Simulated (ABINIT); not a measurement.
# Quasiparticle gap of Cl (Cmce) in ABINIT

How does a plane-wave GW calculation on Cl (Cmce) run from the first input to the gap?

Method: PBE and many-body steps on it, plane waves, in ABINIT 10.8.3.

### Step 1. The structure

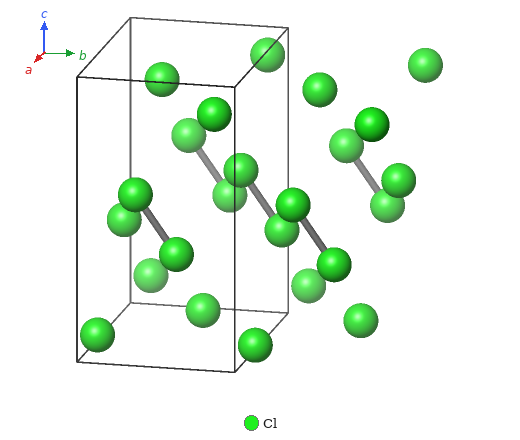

The cell as given, slightly off an axis (chlorine green). 1×2×1 cells are drawn. This picture shows the conventional cell, with its axes. Bonds to atoms that aren't drawn are left out. Some periodic images of atoms are drawn too.

The cell and positions come from the Crystallography Open Database and are kept as given unless a step says otherwise.

### Step 2. Ground state

This step: ABINIT 10.8.3; DFT, PBE, plane waves, norm-conserving pseudopotentials.

The ground-state density comes first.

Contents of run.abi:

```
acell 3*1.0 Angstrom
rprim 
  3.145000000000 -2.250000000000 0.000000000000
  3.145000000000 2.250000000000 0.000000000000
  0.000000000000 0.000000000000 8.210000000000
ntypat 1
znucl 17
natom 4
typat 1 1 1 1
xred 
  0.870000000000 0.130000000000 0.100000000000
  0.630000000000 0.370000000000 0.600000000000
  0.130000000000 0.870000000000 0.900000000000
  0.370000000000 0.630000000000 0.400000000000
pp_dirpath "pseudos"
pseudos "Cl.upf"
ecut 25
ngkpt 6 6 4
nshiftk 1
shiftk 0 0 0
kptopt 1
chksymbreak 0
nband 20
occopt 1
tolvrs 1e-10
nstep 60
prtwf 0
indata_prefix "in"
outdata_prefix "out"
tmpdata_prefix "tmp"
```

The run is started by

```console
$ OMP_NUM_THREADS=1 mpirun -n 4 abinit run.abi > log
```

Numbers of over 12 decimals in the logs are rounded to 6 here.

Log:

```text
.Version 10.8.3 of ABINIT. v10.8.2 released Aug 2026.

 Symmetries : space group Cm c a (# 64); Bravais oC (1-face-center ortho.)
================================================================================
 Values of the parameters that define the memory need of the present run
     intxc =       0    ionmov =       0      iscf =       7    lmnmax =       6
     lnmax =       6     mgfft =      72  mpssoang =       3    mqgrid =    3493
     natom =       4  nloc_mem =       1    nspden =       1   nspinor =       1
    nsppol =       1      nsym =       8    n1xccc =    2501    ntypat =       1
    occopt =       1   xclevel =       2
-    mband =          20        mffmem =           1         mkmem =          10
       mpw =        4710          nfft =       93312          nkpt =          39
================================================================================
  Rough estimation (10% accuracy) of disk space for files :
================================================================================

--------------------------------------------------------------------------------
------------- Echo of variables that govern the present computation ------------
--------------------------------------------------------------------------------
 -outvars: echo values of preprocessed input variables --------
            acell      1.8897261259E+00  1.8897261259E+00  1.8897261259E+00 Bohr

      chksymbreak           0
             ecut      2.50000000E+01 Hartree
-          fftalg         312

              ixc     -101130
              kpt      0.00000000E+00  0.00000000E+00  0.00000000E+00
                       1.66666667E-01  0.00000000E+00  0.00000000E+00
                       3.33333333E-01  0.00000000E+00  0.00000000E+00
                       5.00000000E-01  0.00000000E+00  0.00000000E+00
                       1.66666667E-01  1.66666667E-01  0.00000000E+00
                       3.33333333E-01  1.66666667E-01  0.00000000E+00
                       5.00000000E-01  1.66666667E-01  0.00000000E+00
                      -3.33333333E-01  1.66666667E-01  0.00000000E+00
                      -1.66666667E-01  1.66666667E-01  0.00000000E+00
   [... 28 further rows ...]
                      -3.33333333E-01  3.33333333E-01  5.00000000E-01
                       5.00000000E-01  5.00000000E-01  5.00000000E-01
         kptrlatt        6    0    0      0    6    0      0    0    4
          kptrlen      4.38451851E+01
P           mkmem          10
            natom           4
            nband          20
            ngfft          36      36      72
             nkpt          39
            nstep          60
             nsym           8
           ntypat           1
              occ      2.000000  2.000000  2.000000  2.000000  2.000000  2.000000
                       2.000000  2.000000  2.000000  2.000000  2.000000  2.000000
                       2.000000  2.000000  0.000000  0.000000  0.000000  0.000000
                       0.000000  0.000000
            prtwf           0
            rprim      3.1450000000E+00 -2.2500000000E+00  0.0000000000E+00
[...]
spgroup          64

           tolvrs      1.00000000E-10

             xred      8.7000000000E-01  1.3000000000E-01  1.0000000000E-01
[...]
znucl       17.00000

================================================================================

 chkinp: Checking input parameters for consistency.

================================================================================
== DATASET  1 ==================================================================
-   mpi_nproc: 4, omp_nthreads: 1 (-1 if OMP is not activated)

--- !DatasetInfo
iteration_state: {dtset: 1, }
dimensions: {natom: 4, nkpt: 39, mband: 20, nsppol: 1, nspinor: 1, nspden: 1, mpw: 4710, }
cutoff_energies: {ecut:  25.0, pawecutdg:  -1.0, }
electrons: {nelect:   2.80000000E+01, charge:   0.00000000E+00, occopt:   1.00000000E+00, tsmear:   1.00000000E-02, }

 Real(R)+Recip(G) space primitive vectors, cartesian coordinates (Bohr,Bohr^-1):
 R(1)=  5.9431887 -4.2518838  0.0000000  G(1)=  0.0841299 -0.1175949  0.0000000
 R(2)=  5.9431887  4.2518838  0.0000000  G(2)=  0.0841299  0.1175949  0.0000000
 R(3)=  0.0000000  0.0000000 15.5146515  G(3)=  0.0000000  0.0000000  0.0644552
 Unit cell volume ucvol=  7.8410265E+02 bohr^3
 Angles (23,13,12)=  9.00000000E+01  9.00000000E+01  7.11614758E+01 degrees

 getcut: wavevector=  0.0000  0.0000  0.0000  ngfft=  36  36  72
         ecut(hartree)=     25.000   => boxcut(ratio)=   2.06184

--- Pseudopotential description ------------------------------------------------
- Cl Generated using ONCVPSP code by D. R. Hamann
- 17.00000   7.00000  171031                  znucl, zion, pspdat
12 -101130 2 -1 1028                          pspcod,pspxc,lmax,lloc,mmax
     nproj     2     2     2
  pspatm : epsatm=    9.12776517
         --- l  ekb(1:nproj) -->
[...]
pspatm: atomic psp has been read  and splines computed

   1.02230970E+03                                ecore*ucvol(ha*bohr**3)
--------------------------------------------------------------------------------

_setup2: Arith. and geom. avg. npw (full set) are    4682.410    4682.398

================================================================================

--- !BeginCycle
iteration_state: {dtset: 1, }
solver: {iscf: 7, nstep: 60, nline: 4, wfoptalg: 0, }
tolerances: {tolvrs: 1.00E-10, }

     iter   Etot(hartree)      deltaE(h)  residm     vres2
 ETOT  1  -65.563016520983    -6.556E+01 3.387E-02 2.238E+01
 ETOT  2  -65.589223611204    -2.621E-02 7.050E-03 1.956E+00
 ETOT  3  -65.589587263899    -3.637E-04 4.864E-03 1.545E-01
 ETOT  4  -65.589621889147    -3.463E-05 2.148E-03 4.225E-02
 ETOT  5  -65.589627101151    -5.212E-06 9.614E-04 1.292E-03
 ETOT  6  -65.589627199638    -9.849E-08 2.168E-03 7.950E-05
 ETOT  7  -65.589627205584    -5.946E-09 6.894E-04 1.991E-06
 ETOT  8  -65.589627205738    -1.538E-10 6.133E-04 2.591E-07
 ETOT  9  -65.589627205778    -4.019E-11 3.831E-04 4.428E-09
 ETOT 10  -65.589627205780    -1.918E-12 2.141E-04 2.506E-10
 ETOT 11  -65.589627205780     4.832E-13 1.255E-04 5.578E-12

 At SCF step   11       vres2   =  5.58E-12 < tolvrs=  1.00E-10 =>converged.

 Cartesian components of stress tensor (hartree/bohr^3)
  sigma(1 1)= -3.77370841E-05  sigma(3 2)=  0.00000000E+00
  sigma(2 2)= -9.03805549E-06  sigma(3 1)=  0.00000000E+00
  sigma(3 3)= -2.47279903E-06  sigma(2 1)=  0.00000000E+00

--- !ResultsGS
iteration_state: {dtset: 1, }
comment   : Summary of ground state results
lattice_vectors:
- [  5.9431887,  -4.2518838,   0.0000000, ]
- [  5.9431887,   4.2518838,   0.0000000, ]
- [  0.0000000,   0.0000000,  15.5146515, ]
lattice_lengths: [   7.30753,    7.30753,   15.51465, ]
lattice_angles: [ 90.000,  90.000,  71.161, ] # degrees, (23, 13, 12)
lattice_volume:   7.8410265E+02
convergence: {deltae:  4.832E-13, res2:  5.578E-12, residm:  1.255E-04, diffor: null, }
etotal    :  -6.55896272E+01
entropy   :   0.00000000E+00
fermie    :  -3.02756789E-02
cartesian_stress_tensor: # hartree/bohr^3
- [ -3.77370841E-05,   0.00000000E+00,   0.00000000E+00, ]
- [  0.00000000E+00,  -9.03805549E-06,   0.00000000E+00, ]
- [  0.00000000E+00,   0.00000000E+00,  -2.47279903E-06, ]
pressure_GPa:   4.8297E-01
xred      :
- [  8.7000E-01,   1.3000E-01,   1.0000E-01, Cl]
- [  6.3000E-01,   3.7000E-01,   6.0000E-01, Cl]
- [  1.3000E-01,   8.7000E-01,   9.0000E-01, Cl]
- [  3.7000E-01,   6.3000E-01,   4.0000E-01, Cl]
cartesian_forces: # hartree/bohr
- [  1.80954289E-20,  -1.24535578E-03,   1.35641899E-03, ]
- [  7.26002175E-20,   1.24535578E-03,   1.35641899E-03, ]
- [ -3.70858073E-22,   1.24535578E-03,  -1.35641899E-03, ]
- [ -9.03247883E-20,  -1.24535578E-03,  -1.35641899E-03, ]
force_length_stats: {min:   1.84140802E-03, max:   1.84140802E-03, mean:   1.84140802E-03, }

 Integrated electronic density in atomic spheres:
 ------------------------------------------------
 Atom  Sphere_radius  Integrated_density
[...]
4        2.00000          4.99274342
================================================================================

 ----iterations are completed or convergence reached----

 Mean square residual over all n,k,spin=   23.421E-08; max=  12.545E-05
 reduced coordinates (array xred) for    4 atoms
       0.870000000000      0.130000000000      0.100000000000
       0.630000000000      0.370000000000      0.600000000000
       0.130000000000      0.870000000000      0.900000000000
       0.370000000000      0.630000000000      0.400000000000
 rms dE/dt=  1.2896E-02; max dE/dt=  2.1044E-02; dE/dt below (all hartree)
    1      -0.005295108056      0.005295108056     -0.021044367884
    2       0.005295108056     -0.005295108056     -0.021044367884
    3       0.005295108056     -0.005295108056      0.021044367884
    4      -0.005295108056      0.005295108056      0.021044367884

 cartesian coordinates (angstrom) at end:
    1      3.145000    -1.665000     0.821000
    2      3.145000    -0.585000     4.926000
    3      3.145000     1.665000     7.389000
    4      3.145000     0.585000     3.284000

 cartesian forces (hartree/bohr) at end:
    1      0.000000    -0.00124536     0.00135642
    2      0.000000     0.00124536     0.00135642
    3     -0.000000     0.00124536    -0.00135642
    4     -0.000000    -0.00124536    -0.00135642
 frms,max,avg= 1.0631374E-03 1.3564190E-03   0.000E+00  0.000E+00  0.000E+00 h/b

 cartesian forces (eV/Angstrom) at end:
    1      0.000000    -0.064039     0.069750
    2      0.000000     0.064039     0.069750
    3     -0.000000     0.064039    -0.069750
    4     -0.000000    -0.064039    -0.069750
 frms,max,avg= 5.4668724E-02 6.9749869E-02   0.000E+00  0.000E+00  0.000E+00 e/A
 length scales=  1.889726125908  1.889726125908  1.889726125908 bohr
              =  1.000000000000  1.000000000000  1.000000000000 angstroms
 prteigrs : about to open file out_EIG
 Fermi (or HOMO) energy (hartree) =  -0.03028   Average Vxc (hartree)=  -0.28844
 Eigenvalues (hartree) for nkpt=  39  k points:
 kpt#   1, nband= 20, wtk=  0.00694, kpt=  0.0000  0.0000  0.0000 (reduced coord)
  -0.64091   -0.63353   -0.49406   -0.47435   -0.22600   -0.19657   -0.12661   -0.12203
  -0.10941   -0.10909   -0.05601   -0.04507   -0.03565   -0.03234    0.06046    0.08112
   0.22390    0.24601    0.29106    0.33966
 prteigrs : prtvol=0 or 1, do not print more k-points.

--- !EnergyTerms
iteration_state     : {dtset: 1, }
comment             : Components of total free energy in Hartree
kinetic             :  2.21312281786968E+01
hartree             :  1.26113106288629E+01
xc                  : -1.77898133417971E+01
Ewald energy        : -4.52935173226236E+01
psp_core            :  1.30379574154858E+00
local_psp           : -4.74110710612950E+01
non_local_psp       :  8.85843997082753E+00
total_energy        : -6.55896272057798E+01
total_energy_eV     : -1.78478467962638E+03
band_energy         : -6.75520836384856E+00

 Cartesian components of stress tensor (hartree/bohr^3)
  sigma(1 1)= -3.77370841E-05  sigma(3 2)=  0.00000000E+00
  sigma(2 2)= -9.03805549E-06  sigma(3 1)=  0.00000000E+00
  sigma(3 3)= -2.47279903E-06  sigma(2 1)=  0.00000000E+00

-Cartesian components of stress tensor (GPa)         [Pressure=  4.8297E-01 GPa]
- sigma(1 1)= -1.11026335E+00  sigma(3 2)=  0.00000000E+00
- sigma(2 2)= -2.65908773E-01  sigma(3 1)=  0.00000000E+00
- sigma(3 3)= -7.27522594E-02  sigma(2 1)=  0.00000000E+00

== END DATASET(S) ==============================================================
================================================================================

 -outvars: echo values of variables after computation  --------
           etotal     -6.5589627206E+01
            nband          20
             nkpt          39
          spgroup          64
 [... the other variables as echoed above ...]

 Calculation completed.
```

The job ended after 32 s (4 MPI ranks of Arm Neoverse V1, shared host; peak memory 0.36 GiB).

Numbers from this step:

```yaml
total_energy: -1784.7847 eV
gap: 2.469 eV
k_of_the_valence_top: 0.5, 0.5, 0
k_of_the_conduction_bottom: 0, 0, 0
least_direct_gap: 2.525 eV
pressure: 0.4830 GPa
```

The gap is indirect, with the least direct gap 0.06 eV higher.

The cutoff was set for levels, not for stress, so the pressure can be off by some GPa.

[end of part 1 of 3]

[Paths, hosts, dates, memory and timing lines, banners, echoed tables and standing remarks are left out of the program output.]

[Logs are printed without paths, hosts, clocks, repeated set-up lines and the standing remarks that a program may print on its own settings, such as how far it seeks lower states.]

[Runs of the session that timed out or met a known fault of the program may be left out.]

[Hosts, paths, dates, database ids (printed as entryN), source tags and the programs' standing remarks are cut or masked in the printed files.]

[G0W0 gaps are taken among the corrected bands and points alone; a level outside them can change the order at an edge.]

[Where Ansatz stands beside ABINIT at settings called matched, ABINIT's density can come from a denser mesh and the files from another edition; pairs whose starting gaps differed by over 0.03 eV were left out, so agreement reads better than it is.]
